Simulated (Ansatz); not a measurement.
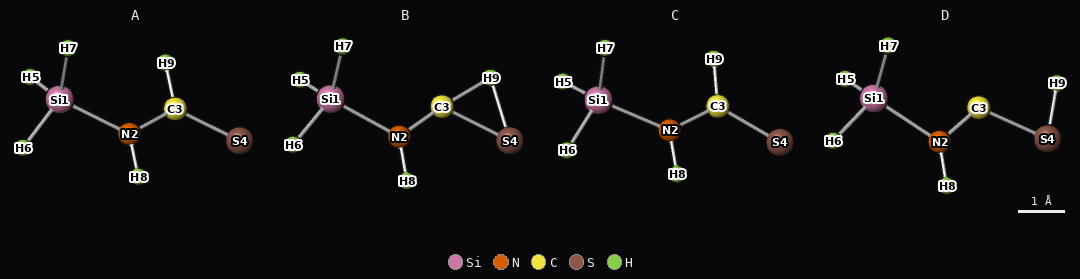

4 geometries from a converged minimum-energy path of CH5NSSi, shuffled. A ball-and-stick model, seen from a free direction.

Method: RKS PBE0-D4/def2-SVP in Ansatz. Set-up: 7 movable images; climbing image; force threshold 0.05 eV/Å; iteration limit 60; starting path through a guess of the saddle point.

Q: Which frame is the transition state?

A: B. In order along the path, whose images run from 0 to 8: A (image 0, 0.00 eV), C (image 1, +0.03 eV), B (image 4, +2.98 eV), D (image 6, +1.96 eV). A hydrogen atom shifts from one atom to another. Breaking: C3–H9 (1.10 → 1.41 at the top → 2.31 Å). Forming: S4–H9 (2.39 → 1.48 at the top → 1.35 Å).
